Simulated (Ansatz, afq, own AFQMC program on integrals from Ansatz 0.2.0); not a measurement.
# H2OF (doublet): AFQMC on the coupled-cluster ladder at distance O1–H3 along a hydrogen transfer = 1.026 Å, cc-pVTZ

How near does AFQMC come to the top of the ladder for H2OF (doublet)?

The runs use Ansatz 0.2.0, Gaussian basis, and an in-house AFQMC program (afq) on its integrals; all values are calculated; cc-pVTZ, frozen cores.

The runs, in order: CCSD(T) on UHF; PBE (unrestricted); r2SCAN (unrestricted); PBE0 (unrestricted); B3LYP (unrestricted); wB97M-V (unrestricted); B2PLYP (unrestricted); Phaseless AFQMC, CISD trial on UHF.

### 1 What is computed

The geometry derives from fragments relaxed apart (PBE0/def2-TZVP) and kept rigid, so it is no stationary point. A hydrogen atom is moved between rigid fragments.

4 atoms, charge 0, spin multiplicity 2.

Atoms are counted from 1 here; the program's logs count them from 0.

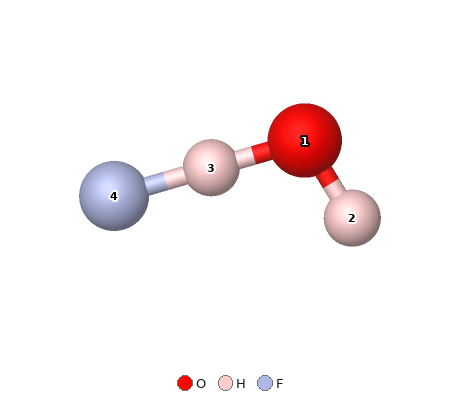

The structure; oxygen red, hydrogen pink, fluorine light blue; atoms are numbered from 1 in the order of the file.

### 2 CCSD(T) on UHF

Input file in.yaml:

```yaml
crystal:
  periodic: [false, false, false]
  atoms:
    - {symbol: O, position_ang: [-1.094933, -0.025232, 0.000000]}
    - {symbol: H, position_ang: [-1.344243, 0.901344, 0.000000]}
    - {symbol: H, position_ang: [-0.068933, -0.025232, 0.000000]}
    - {symbol: F, position_ang: [0.997067, -0.025232, 0.000000]}
basis:
  gaussian: {orbitals: cc-pVTZ}
magnetization: {spin_polarized: true, initial_magnetization: 1}
correlation: {method: ccsd_t, electrons: outside_noble_gas, hamiltonian_folder: ham}
```

Launch:

```sh
> ansatz run in.yaml --threads 1 --pin off --events-out ev --progress --plain --max-ram 16896MiB --backend cuda --devices 0, --max-vram 18GiB
```

The program printed (excerpt; [...] marks lines left out):

```text
Functional definition: HF
  name "HF"
  cite "Fock, Z. Phys. 61, 126 (1930) doi:10.1007/BF01340294"
  parent pbe
[...]
539 factors; integrals over basis functions are off by at most 1.2e-3 eV
[...]
mean field -4773.33955446 eV, -175.4169931408 hartree, gradient 2.8e-6 eV, S^2 0.756397; 9 other end points of the search recorded, 0 dependent functions left out
determinant -4773.33955446 eV, -175.4169931408 hartree, with singles and doubles -4786.83008995 eV, -175.9127611757 hartree
determinant -4773.05780053 eV, -175.4066388747 hartree, with singles and doubles -4787.01613632 eV, -175.9195982535 hartree
determinant -4772.06800839 eV, -175.3702646845 hartree, with singles and doubles -4785.42057207 eV, -175.8609623491 hartree
determinant -4771.96235842 eV, -175.3663821198 hartree, with singles and doubles -4785.25572122 eV, -175.8549041919 hartree
determinant -4773.33955446 eV, -175.4169931408 hartree, with singles and doubles -4786.84953105 eV, -175.9134756230 hartree
determinant -4773.05780053 eV, -175.4066388747 hartree, with singles and doubles -4787.00754627 eV, -175.9192825751 hartree
2 core orbitals not correlated: weight in the atoms' cores, before any rotation towards them, 1.000 or more for the frozen orbitals, at most 0.000 for the correlated occupied ones
reference -4773.05780053 eV, -175.4066388747 hartree; 8, 7 occupied and 78, 79 virtual orbitals, 539 factors
second order -13.56936991 eV of doubles, -0.00000000 eV of singles
cycle   1  -13.94974309 eV  change    2.6e-6 eV  update   3.7e-6
perturbative correction -0.41149929 eV, -0.0151223199 hartree
Total energy: -4787.41904291 eV, -175.9344047977 hartree
```

Run time: 6 s. Hardware: 1 × NVIDIA H100 80GB HBM3 with 1 thread of AMD EPYC 7R13 (Zen 3), shared host; peak host memory 1.6 GiB.

From the report: ⟨S²⟩ of the determinant 0.788 (pure doublet: 0.75); correlation -14.3612 eV; T1 0.015; largest double amplitude 0.04.

This run also writes the integrals to the folder ham.

### 3 PBE (unrestricted)

in.yaml, as its differences from that of step 2:

```diff
@@ -10,2 +10,3 @@
 magnetization: {spin_polarized: true, initial_magnetization: 1}
-correlation: {method: ccsd_t, electrons: outside_noble_gas, hamiltonian_folder: ham}
+hamiltonian: {xc: {name: PBE}}
+output: {orbitals: {seedname: orbitals}}
```

Launch:

```sh
> ansatz run in.yaml --threads 1 --pin off --events-out ev --progress --plain --max-ram 5632MiB --backend cpu
```

The program printed (excerpt; [...] marks lines left out):

```text
Functional definition: PBE
  name "PBE"
  cite "Perdew, Burke & Ernzerhof, Phys. Rev. Lett. 77, 3865 (1996) doi:10.1103/PhysRevLett.77.3865"
  parent pbe
[...]
433 factors; their error is unknown
[...]
mean field -4790.53698634 eV, -176.0489871055 hartree, gradient 1.0e-5 eV, S^2 0.752374; 13 other end points of the search recorded, 0 dependent functions left out
reference -4790.53700162 eV, -176.0489876668 hartree; 10, 9 occupied and 78, 79 virtual orbitals, 433 factors
Total energy: -4790.53700162 eV, -176.0489876668 hartree
```

Run time: 8 s. Hardware: 1 thread of AMD EPYC 7R13 (Zen 3), shared host; peak memory 1.6 GiB.

From the report: ⟨S²⟩ of the determinant 0.752 (pure doublet: 0.75).

### 4 r2SCAN (unrestricted)

in.yaml, as its differences from that of step 3:

```diff
@@ -10,3 +10,2 @@
 magnetization: {spin_polarized: true, initial_magnetization: 1}
-hamiltonian: {xc: {name: PBE}}
-output: {orbitals: {seedname: orbitals}}
+hamiltonian: {xc: {name: r2SCAN}}
```

The command is unchanged.

The program printed (excerpt; [...] marks lines left out):

```text
Functional definition: r2SCAN
  name "r2SCAN"
  cite "Furness, Kaplan, Ning, Perdew & Sun, J. Phys. Chem. Lett. 11, 8208 (2020) doi:10.1021/acs.jpclett.0c02405"
  cite "Furness, Kaplan, Ning, Perdew & Sun, J. Phys. Chem. Lett. 11, 9248 (2020) doi:10.1021/acs.jpclett.0c03077"
  parent r2scan
[...]
433 factors; their error is unknown
[...]
mean field -4793.13590609 eV, -176.1444956446 hartree, gradient 7.4e-6 eV, S^2 0.755871; 9 other end points of the search recorded, 0 dependent functions left out
reference -4793.13591052 eV, -176.1444958076 hartree; 10, 9 occupied and 78, 79 virtual orbitals, 433 factors
Total energy: -4793.13591052 eV, -176.1444958076 hartree
```

Wall time 13 s (1 thread of AMD EPYC 7R13 (Zen 3), shared host); peak memory 1.8 GiB.

From the report: ⟨S²⟩ of the determinant 0.756 (pure doublet: 0.75).

### 5 PBE0 (unrestricted)

in.yaml, as its differences from that of step 4:

```diff
@@ -10,2 +10,3 @@
 magnetization: {spin_polarized: true, initial_magnetization: 1}
-hamiltonian: {xc: {name: r2SCAN}}
+hamiltonian: {xc: {name: PBE0}}
+output: {orbitals: {seedname: orbitals}}
```

The command is unchanged.

The program printed:

```text
Functional definition: PBE0
  name "PBE0"
  cite "Adamo & Barone, J. Chem. Phys. 110, 6158 (1999) doi:10.1063/1.478522"
  cite "Perdew, Burke & Ernzerhof, Phys. Rev. Lett. 77, 3865 (1996) doi:10.1103/PhysRevLett.77.3865"
  parent pbe
  parameter a = 0.25
  parameter kappa = 0.804
  parameter beta = 0.06672455060314922
  exchange = (1 - a)*pbe_x(kappa = kappa, mu = beta*pi^2/3) + a*exact_x
  correlation = pbe_c(beta = beta)
433 factors; their error is unknown
mean field evaluation 1: about -4788.2210 eV, gradient 2.6e1 eV
mean field evaluation 2: about -4787.7730 eV, gradient 2.9e1 eV
mean field evaluation 4: about -4790.1031 eV, gradient 3.3e0 eV
mean field evaluation 8: about -4790.1376 eV, gradient 1.5e-1 eV
mean field evaluation 16: about -4790.1356 eV, gradient 1.1e-4 eV
mean field evaluation 32: about -4790.3239 eV, gradient 1.4e-2 eV
mean field -4790.32386975 eV, -176.0411552151 hartree, gradient 5.2e-6 eV, S^2 0.757123; 4 other end points of the search recorded, 0 dependent functions left out
reference -4790.32388022 eV, -176.0411556000 hartree; 10, 9 occupied and 78, 79 virtual orbitals, 433 factors
Total energy: -4790.32388022 eV, -176.0411556000 hartree
```

Run time: 3.7 s. Hardware: 1 thread of AMD EPYC 7R13 (Zen 3), shared host; peak memory 1.8 GiB.

From the report: ⟨S²⟩ of the determinant 0.757 (pure doublet: 0.75).

### 6 B3LYP (unrestricted)

in.yaml, as its differences from that of step 5:

```diff
@@ -10,3 +10,2 @@
 magnetization: {spin_polarized: true, initial_magnetization: 1}
-hamiltonian: {xc: {name: PBE0}}
-output: {orbitals: {seedname: orbitals}}
+hamiltonian: {xc: {name: B3LYP}}
```

Launched as before.

The program printed (excerpt; [...] marks lines left out):

```text
Functional definition: B3LYP
  name "B3LYP"
  cite "Stephens, Devlin, Chabalowski & Frisch, J. Phys. Chem. 98, 11623 (1994) doi:10.1021/j100096a001"
  cite "Becke, Phys. Rev. A 38, 3098 (1988) doi:10.1103/PhysRevA.38.3098"
  cite "Lee, Yang & Parr, Phys. Rev. B 37, 785 (1988) doi:10.1103/PhysRevB.37.785"
  cite "Vosko, Wilk & Nusair, Can. J. Phys. 58, 1200 (1980) doi:10.1139/p80-159"
[...]
433 factors; their error is unknown
[...]
mean field -4795.26380708 eV, -176.2226945637 hartree, gradient 7.1e-6 eV, S^2 0.755771; 4 other end points of the search recorded, 0 dependent functions left out
reference -4795.26392280 eV, -176.2226988161 hartree; 10, 9 occupied and 78, 79 virtual orbitals, 433 factors
Total energy: -4795.26392280 eV, -176.2226988161 hartree
```

Wall time 4.5 s (1 thread of AMD EPYC 7R13 (Zen 3), shared host); peak memory 1.8 GiB.

From the report: ⟨S²⟩ of the determinant 0.756 (pure doublet: 0.75).

### 7 wB97M-V (unrestricted)

in.yaml, as its differences from that of step 6:

```diff
@@ -10,2 +10,3 @@
 magnetization: {spin_polarized: true, initial_magnetization: 1}
-hamiltonian: {xc: {name: B3LYP}}
+hamiltonian: {xc: {name: wB97M-V}}
+output: {orbitals: {seedname: orbitals}}
```

Launched as before.

The program printed (excerpt; [...] marks lines left out):

```text
Functional definition: wB97M-V
  name "wB97M-V"
  cite "Mardirossian & Head-Gordon, J. Chem. Phys. 144, 214110 (2016) doi:10.1063/1.4952647"
  cite "Becke, J. Chem. Phys. 107, 8554 (1997) doi:10.1063/1.475007"
  cite "Vydrov & Van Voorhis, J. Chem. Phys. 133, 244103 (2010) doi:10.1063/1.3521275"
  # Of w^i u^j: cxij and so on, Table III.
[...]
  gx(w, u) = 1 - cx + cx01*u + cx10*w
  gss(w, u) = css00 + css04*u^4 + css10*w + css20*w^2 + css43*w^4*u^3
  gos(w, u) = cos00 + cos10*w + (cos20 + cos21*u)*w^2 + (cos60 + cos61*u)*w^6
[...]
      + integral(e_c_pw_mod_opposite_spin*gos(b97_w_opposite, b97_u_opposite)) + vv10(b, c)
433 factors; their error is unknown
96 factors; integrals over basis functions are off by at most 1.1e-5 eV
[...]
mean field -4793.43267155 eV, -176.1554015741 hartree, gradient 7.3e-6 eV, S^2 0.756503; 3 other end points of the search recorded, 0 dependent functions left out
reference -4793.43269007 eV, -176.1554022548 hartree; 10, 9 occupied and 78, 79 virtual orbitals, 433 factors
Total energy: -4793.43269007 eV, -176.1554022548 hartree
```

It took 8.5 s on 1 thread of AMD EPYC 7R13 (Zen 3), shared host; peak memory 1.8 GiB.

From the report: ⟨S²⟩ of the determinant 0.757 (pure doublet: 0.75).

### 8 B2PLYP (unrestricted)

in.yaml, as its differences from that of step 7:

```diff
@@ -10,3 +10,3 @@
 magnetization: {spin_polarized: true, initial_magnetization: 1}
-hamiltonian: {xc: {name: wB97M-V}}
-output: {orbitals: {seedname: orbitals}}
+hamiltonian: {xc: {name: B2PLYP}}
+correlation: {electrons: outside_noble_gas}
```

Launched as before.

The program printed (excerpt; [...] marks lines left out):

```text
Functional definition: B2PLYP
  name "B2PLYP"
  cite "Grimme, J. Chem. Phys. 124, 034108 (2006) doi:10.1063/1.2148954"
  cite "Becke, Phys. Rev. A 38, 3098 (1988) doi:10.1103/PhysRevA.38.3098"
  cite "Lee, Yang & Parr, Phys. Rev. B 37, 785 (1988) doi:10.1103/PhysRevB.37.785"
[...]
539 factors; integrals over basis functions are off by at most 1.2e-3 eV
[...]
mean field -4787.84236362 eV, -175.9499615468 hartree, gradient 1.4e-6 eV, S^2 0.765564; 3 other end points of the search recorded, 0 dependent functions left out
2 core orbitals not correlated: weight in the atoms' cores, before any rotation towards them, 1.000 or more for the frozen orbitals, at most 0.000 for the correlated occupied ones
reference -4787.84243480 eV, -175.9499641628 hartree; 8, 7 occupied and 78, 79 virtual orbitals, 539 factors
second order -16.21993280 eV of doubles, -0.00000000 eV of singles
Total energy: -4792.22181666 eV, -176.1109034775 hartree
```

It took 5.5 s on 1 thread of AMD EPYC 7R13 (Zen 3), shared host; peak memory 1.8 GiB.

From the report: ⟨S²⟩ of the determinant 0.766 (pure doublet: 0.75).

### 9 Phaseless AFQMC, CISD trial on UHF

It reads the integrals that the CCSD(T) run on this determinant wrote.

Launch:

```sh
> afq ham --method phaseless --trial cisd --walkers 1400 --populations 20 --least-time 60 --time-step 0.005 --steps-per-block 50 --equilibration-blocks 28 --max-blocks 4000 --target-error 0.00023 --factor-cut 1e-05 --start spin_pure --seed 4452 --release-times 0.24,0.51,0.99,1.5 --release-step 0.03 --release-every 4 --taylor-order 6
```

The program printed:

```text
orbitals 86  electrons 8 7  factors 538 of 539
reference energy -175.40663887 Eh
CCSD correlation -0.51264353 Eh in 17 cycles, weight of the determinant in the CISD state 0.8930
energy of the start -175.915846 Eh
 block  time / (1/Eh)  mean weight  energy / Eh
     1     0.250  1.0006  -175.917271
     2     0.500  0.9996  -175.926588
     3     0.750  1.0005  -175.928371
     4     1.000  1.0007  -175.931684
     5     1.250  0.9992  -175.931295
     6     1.500  1.0009  -175.936078
     7     1.750  0.9983  -175.934254
     8     2.000  0.9999  -175.935069
     9     2.250  0.9995  -175.936132
    10     2.500  0.9994  -175.936718
    13     3.250  0.9988  -175.934960
    19     4.750  0.9994  -175.933358
    25     6.250  0.9997  -175.932247
    31     7.750  0.9987  -175.930479
    37     9.250  1.0001  -175.932808
    43    10.750  0.9998  -175.935608
    49    12.250  0.9988  -175.933046
    55    13.750  0.9998  -175.934838
    61    15.250  0.9999  -175.937886
    67    16.750  1.0007  -175.935662
    73    18.250  0.9997  -175.932069
    79    19.750  0.9996  -175.932734
    85    21.250  0.9998  -175.935525
    91    22.750  0.9990  -175.932480
    97    24.250  0.9996  -175.938743
   103    25.750  0.9986  -175.931485
   109    27.250  1.0004  -175.932796
   115    28.750  1.0006  -175.932548
   121    30.250  0.9996  -175.935730
   127    31.750  0.9997  -175.933639
   133    33.250  0.9990  -175.933389
   139    34.750  0.9984  -175.934003
   145    36.250  0.9998  -175.933045
   151    37.750  0.9996  -175.934426
   157    39.250  1.0004  -175.934047
   163    40.750  1.0003  -175.936877
   169    42.250  0.9987  -175.932232
   175    43.750  0.9982  -175.933405
   181    45.250  1.0006  -175.931346
   187    46.750  0.9996  -175.933651
   193    48.250  0.9991  -175.932190
   199    49.750  0.9999  -175.932839
   205    51.250  1.0009  -175.936251
   211    52.750  0.9989  -175.934724
   217    54.250  1.0005  -175.935368
   223    55.750  1.0001  -175.933627
   229    57.250  0.9998  -175.937922
   235    58.750  1.0000  -175.934880
   241    60.250  0.9986  -175.931807
   247    61.750  1.0000  -175.933633
error from the spread of 20 populations
released: time / (1/Eh)  energy / Eh  error  mean overlap
  0.24  -175.934524  0.000204  0.9924
  0.51  -175.935121  0.000180  0.9851
  0.99  -175.935836  0.000330  0.9676
  1.50  -175.935155  0.000265  0.9641
energy -175.933910 +/- 0.000151 Eh
```

Run time: 3.8 min. Hardware: 1 × NVIDIA H100 80GB HBM3 with 2 threads of AMD EPYC 7R13 (Zen 3), shared host; peak host memory 1.8 GiB.

Energy -4787.4056 ± 0.0041 eV. Caveats: constraint bias not in the error.

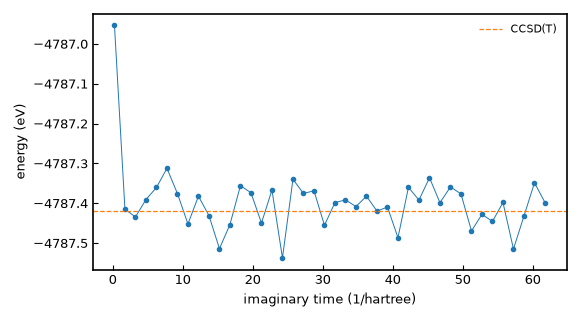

Block energies along the walk.

### 10 AFQMC on the ladder

On the UHF determinant, counted from CCSD(T) (a yardstick, not exact):

```tsv
level	energy (eV)	from CCSD(T) (kcal/mol)	statistical error (kcal/mol)	time
HF	-4773.0578	+331.18		
MP2	-4786.6272	+18.26		
CCSD	-4787.0075	+9.49		
CCSD(T)	-4787.4190	0.00		
Phaseless AFQMC, CISD trial, step 0.005, 1400 walkers	-4787.4056	+0.31	0.09	3.8 min
```

The functionals' totals stand on their own zeros and serve differences with other points: PBE -4790.537 eV; r2SCAN -4793.136 eV; PBE0 -4790.324 eV; B3LYP -4795.264 eV; wB97M-V -4793.433 eV; B2PLYP -4792.222 eV.

### 11 Results

| quantity | value |
| --- | --- |
| Phaseless AFQMC, CISD trial on UHF from CCSD(T) | +0.31 ± 0.09 kcal/mol |

**Reading.** On UHF the phaseless walk with the CISD trial lies +0.31 kcal/mol from CCSD(T), 3 times its error bar. Error bars are statistical and leave out the constraint, the time step and what remains of the start.
